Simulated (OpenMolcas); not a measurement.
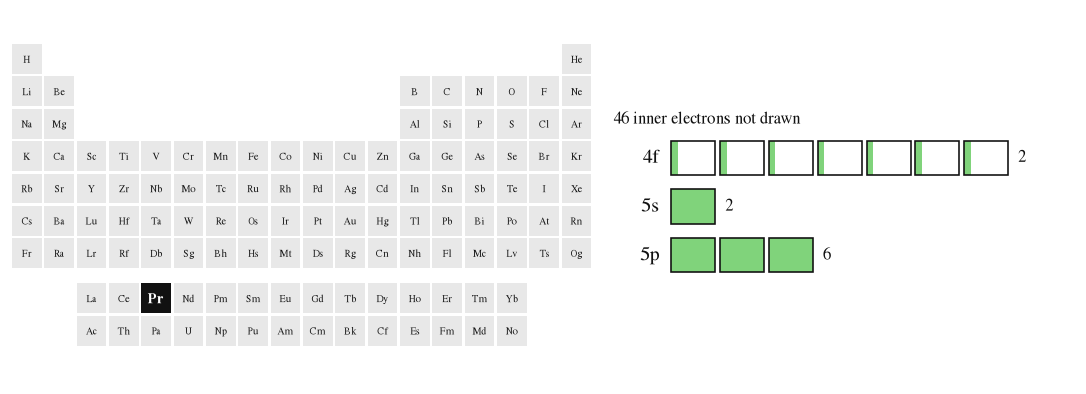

**Figure 1.** Left, the place of praseodymium in the periodic table; right, the outer shells of the leading configuration of the lowest level: a box for each of the 2l + 1 orbitals, shaded by the share of the shell that is filled, with the electron count at the right.

Multiconfigurational calculation for Pr³⁺ complex (part 1 of 2)

Pr³⁺ with 4 ligands (Cl; tetrahedron, 2.62 Å), neutralised by 4 outer point charges of +0.25 e, whose field is part of the energies. Computed at this level: state-averaged CASSCF, active space 2 electrons in the shell 4f, basis ANO-RCC-VDZP on the metal and ANO-RCC-VDZP on the ligands, DKH2 scalar Hamiltonian, spin-orbit coupling by RASSI with atomic mean-field integrals (OpenMolcas).

### Input file
```
&GATEWAY
Coord
5

Pr 0.0 0.0 0.0
Cl 1.512658 1.512658 1.512658
Cl 1.512658 -1.512658 -1.512658
Cl -1.512658 1.512658 -1.512658
Cl -1.512658 -1.512658 1.512658
Basis=Pr.ANO-RCC-VDZP,Cl.ANO-RCC-VDZP
Group=NoSym
NoMove
AngMom=0.0 0.0 0.0
AMFI
RICD
XField
4 Angstrom 0
3.360179 3.360179 3.360179 0.250000
3.360179 -3.360179 -3.360179 0.250000
-3.360179 3.360179 -3.360179 0.250000
-3.360179 -3.360179 3.360179 0.250000
&SEWARD
&RASSCF
FileOrb=start.orb
Symmetry=1
Spin=3
nActEl=2 0 0
Inactive=63
Ras2=7
CIRoot=21 21 1
SDav=21
CIMx=300
Iter=150 100
PrWF=0.3
OrbListing=Nothing
MaxOrb=0
LevShft=1.0
>>> COPY $Project.JobIph JOB001
&RASSCF
FileOrb=start.orb
Symmetry=1
Spin=1
nActEl=2 0 0
Inactive=63
Ras2=7
CIRoot=28 28 1
SDav=28
CIMx=300
Iter=150 100
PrWF=0.3
OrbListing=Nothing
MaxOrb=0
CIOnly
LevShft=1.0
>>> COPY $Project.JobIph JOB002
&RASSI
NrOfJobIphs=2 21 27
1 2 3 4 5 6 7 8 9 10 11 12 13 14 15 16 17 18 19 20 21
1 2 3 4 5 6 7 8 9 10 11 12 13 14 15 16 17 18 19 20 21 22 23 24 25 26 27
IphNames
JOB001
JOB002
EJob
SpinOrbit
DIPRint=1.0
SOCoupling=1000.0
Subsets=2
Property=9
'ANGMOM' 1 'ANGMOM' 2 'ANGMOM' 3 'MLTPL  1' 1 'MLTPL  1' 2 'MLTPL  1' 3
'AMFI' 1 'AMFI' 2 'AMFI' 3
SOProperty=3
'ANGMOM' 1 'ANGMOM' 2 'ANGMOM' 3
```

The file start.orb holds starting orbitals from an earlier step. A driver script formed the levels outside the program, from RASSI's spin-orbit matrix and the active-space energies, averaged over the components of each term or state.

Command:
```bash
OMP_NUM_THREADS=1 MOLCAS_MEM=2457 MOLCAS_PROJECT=a pymolcas a.inp > a.log  # once for each step of the input, in one work folder
```

### Log (extracts)
```
--- SEWARD ---
Basis set label: PR.ANO-RCC...7S6P4D2F1G.

      Electronic valence basis set:
      ------------------
      Associated Effective Charge  59.000000 au
      Associated Actual Charge     59.000000 au
      Nuclear Model: Point charge

      Shell  nPrim  nBasis  Cartesian Spherical Contaminant
         s      25       7        X
         p      22       6        X
         d      15       4                 X
         f      11       2                 X
         g       4       1                 X
                  Relativistic Douglas-Kroll-Hess integrals:
                    - DKH order of Hamiltonian: 2
                    - DKH order of Properties : 0
                  Atomic mean-field integrals
--- RASSCF ---
Wave function specifications:
      -----------------------------

      Number of closed shell electrons         126
      Number of electrons in active shells       2
      Max number of holes in RAS1 space          0
      Max nr of electrons in RAS3 space          0
      Number of inactive orbitals               63
      Number of active orbitals                  7
      Number of secondary orbitals              70
      Spin quantum number                      1.0
      State symmetry                             1
Orbital specifications:
      -----------------------

      Symmetry species                           1
                                                 a
      Frozen orbitals                            0
      Inactive orbitals                         63
      Active orbitals                            7
      RAS1 orbitals                              0
      RAS2 orbitals                              7
      RAS3 orbitals                              0
      Secondary orbitals                        70
      Deleted orbitals                           0
      Number of basis functions                140
      Number of CSFs                            21
      Number of root(s) required                21
      Iter CI   SX   CI       RASSCF       Energy    max ROT     max BLB   max BLB  Level Ln srch  Step   QN
          iter iter root      energy       change     param      element    value   shift minimum  type update
 Nr of preliminary CI iterations:   1
      Total energies have been shifted. Add               -11000.00 au
        1   1    9    0   -73.63681809    0.00E+00  -4.41E-02   26 103 1 -1.50E-01*  0.92   0.00    SX    NO
        2   1    9    0   -73.95701709   -3.20E-01*  1.97E-02   50  72 1  6.46E-02*  1.05   0.00    SX    NO
        3   1    9    0   -74.02769625   -7.07E-02*  1.26E-02   50  72 1  4.21E-02*  1.06   0.00    SX    NO
        4   1    9    0   -74.05124793   -2.36E-02*  8.17E-03   63  71 1  2.75E-02*  1.07   0.00    SX    NO
        5   1    9    0   -74.06087961   -9.63E-03*  1.09E-02   63  71 1  1.83E-02*  1.08   2.50    LS   YES
        6   1    9    0   -74.06744918   -6.57E-03*  4.91E-03   25  93 1 -6.18E-03*  1.08   1.37    QN   YES
        7   1    8    0   -74.06890687   -1.46E-03* -2.23E-03   25  93 1 -3.90E-03*  1.08   1.41    QN   YES
        8   1    8    0   -74.06927683   -3.70E-04* -8.42E-04   57 132 1 -1.99E-03*  1.08   1.34    QN   YES
        9   1    7    0   -74.06934777   -7.09E-05*  4.97E-04   30 105 1 -1.15E-03*  1.08   1.35    QN   YES
       10   1    7    0   -74.06936428   -1.65E-05* -3.22E-04   25  93 1  3.04E-04*  1.08   1.47    QN   YES
       11   1    6    0   -74.06936930   -5.02E-06*  1.23E-04   57 132 1  2.42E-04*  1.08   1.38    QN   YES
       12   1    6    0   -74.06937067   -1.38E-06*  6.10E-05   57 132 1  2.19E-04*  1.08   1.46    QN   YES
       13   1    6    0   -74.06937110   -4.25E-07*  2.95E-05   30 105 1  7.06E-05   1.08   1.36    QN   YES
       14   1    5    0   -74.06937115   -5.05E-08*  4.42E-05   25  93 1 -2.55E-05   1.08   2.50    LS   YES
       15   1    6    0   -74.06937108    6.76E-08*  2.37E-05   57 132 1 -1.44E-04*  1.08   0.23    LS   YES
       16   1    5    0   -74.06937116   -8.09E-08*  1.69E-05   57 132 1 -7.60E-05   1.08   1.17    QN   YES
       17   1    5    0   -74.06937117   -1.09E-08*  2.53E-05   57 132 1 -2.90E-05   1.08   2.50    LS   YES
       18   1    5    0   -74.06937116    1.29E-08*  1.34E-05   57 132 1  4.14E-05   1.08   0.25    LS   YES
       19   1    5    0   -74.06937117   -1.13E-08* -5.73E-06   36 101 1 -8.90E-06   1.08   1.36    QN   YES
       20   1    4    0   -74.06937118   -5.63E-09  -3.84E-06   50  93 1  3.93E-06   1.08   1.26    QN   YES
      Convergence after 20 iterations
       21   1    4    0   -74.06937118   -1.32E-09  -3.84E-06   27  71 1  1.96E-06   1.08   1.26    QN   YES
      Natural orbitals and occupation numbers for root  1
      sym 1:   0.339375  -0.000000   0.624551   0.036074   0.339375   0.036074   0.624551
      Natural orbitals and occupation numbers for root  2
      sym 1:   0.605365  -0.000000   0.605365   0.374637   0.019998   0.374637   0.019998
      Natural orbitals and occupation numbers for root  3
      sym 1:   0.017936   0.017936  -0.000000   0.600915   0.381149   0.381149   0.600915
::    RASSCF root number  1 Total energy: -11074.09658757
::    RASSCF root number  2 Total energy: -11074.09658757
::    RASSCF root number  3 Total energy: -11074.09658757
::    RASSCF root number  4 Total energy: -11074.09653550
::    RASSCF root number  5 Total energy: -11074.09653550
::    RASSCF root number  6 Total energy: -11074.09572962
::    RASSCF root number  7 Total energy: -11074.09572962
::    RASSCF root number  8 Total energy: -11074.09572962
::    RASSCF root number  9 Total energy: -11074.09560058
::    RASSCF root number 10 Total energy: -11074.09560058
::    RASSCF root number 11 Total energy: -11074.09560058
::    RASSCF root number 12 Total energy: -11074.07001678
::    RASSCF root number 13 Total energy: -11074.06937219
::    RASSCF root number 14 Total energy: -11074.06937219
::    RASSCF root number 15 Total energy: -11074.06937219
::    RASSCF root number 16 Total energy: -11074.06913079
::    RASSCF root number 17 Total energy: -11074.06913079
::    RASSCF root number 18 Total energy: -11074.06913079
::    RASSCF root number 19 Total energy: -11073.97148157
::    RASSCF root number 20 Total energy: -11073.97148157
::    RASSCF root number 21 Total energy: -11073.97148157
--- RASSCF ---
Wave function specifications:
      -----------------------------

      Number of closed shell electrons         126
      Number of electrons in active shells       2
      Max number of holes in RAS1 space          0
      Max nr of electrons in RAS3 space          0
      Number of inactive orbitals               63
      Number of active orbitals                  7
      Number of secondary orbitals              70
      Spin quantum number                      0.0
      State symmetry                             1
Orbital specifications:
      -----------------------

      Symmetry species                           1
                                                 a
      Frozen orbitals                            0
      Inactive orbitals                         63
      Active orbitals                            7
      RAS1 orbitals                              0
      RAS2 orbitals                              7
      RAS3 orbitals                              0
      Secondary orbitals                        70
      Deleted orbitals                           0
      Number of basis functions                140
      Number of CSFs                            28
      Number of root(s) required                28
      Iter CI   SX   CI       RASSCF       Energy    max ROT     max BLB   max BLB  Level Ln srch  Step   QN
          iter iter root      energy       change     param      element    value   shift minimum  type update
 Nr of preliminary CI iterations:   1
        1   1    0    0-11074.00661643    0.00E+00   0.00E+00   69  81 1 -4.97E-03*  0.00   0.00    SX    NO
      Natural orbitals and occupation numbers for root  1
      sym 1:   0.188621   0.817147   0.790617   0.032917   0.146564   0.000105   0.024031
      Natural orbitals and occupation numbers for root  2
      sym 1:   0.008487   0.006960   0.760119   0.236287   0.000194   0.200771   0.787182
      Natural orbitals and occupation numbers for root  3
      sym 1:   0.004905   0.004033   0.139266   0.829235   0.011512   0.322318   0.688731
::    RASSCF root number  1 Total energy: -11074.06591181
::    RASSCF root number  2 Total energy: -11074.06591181
::    RASSCF root number  3 Total energy: -11074.06591181
::    RASSCF root number  4 Total energy: -11074.06586685
::    RASSCF root number  5 Total energy: -11074.06586685
::    RASSCF root number  6 Total energy: -11074.06545870
::    RASSCF root number  7 Total energy: -11074.06545870
::    RASSCF root number  8 Total energy: -11074.06545870
::    RASSCF root number  9 Total energy: -11074.06488352
::    RASSCF root number 10 Total energy: -11074.00264193
::    RASSCF root number 11 Total energy: -11074.00264193
::    RASSCF root number 12 Total energy: -11074.00163289
::    RASSCF root number 13 Total energy: -11074.00163289
::    RASSCF root number 14 Total energy: -11074.00163289
::    RASSCF root number 15 Total energy: -11073.98257179
::    RASSCF root number 16 Total energy: -11073.98257179
::    RASSCF root number 17 Total energy: -11073.98253705
::    RASSCF root number 18 Total energy: -11073.98253705
::    RASSCF root number 19 Total energy: -11073.98253705
::    RASSCF root number 20 Total energy: -11073.98244935
::    RASSCF root number 21 Total energy: -11073.98165902
::    RASSCF root number 22 Total energy: -11073.98165902
::    RASSCF root number 23 Total energy: -11073.98165902
::    RASSCF root number 24 Total energy: -11073.98149892
::    RASSCF root number 25 Total energy: -11073.98149892
::    RASSCF root number 26 Total energy: -11073.98149892
::    RASSCF root number 27 Total energy: -11073.98132868
::    RASSCF root number 28 Total energy: -11073.81834671
```

(Continued in part 2.) Outcome of the run: converged.
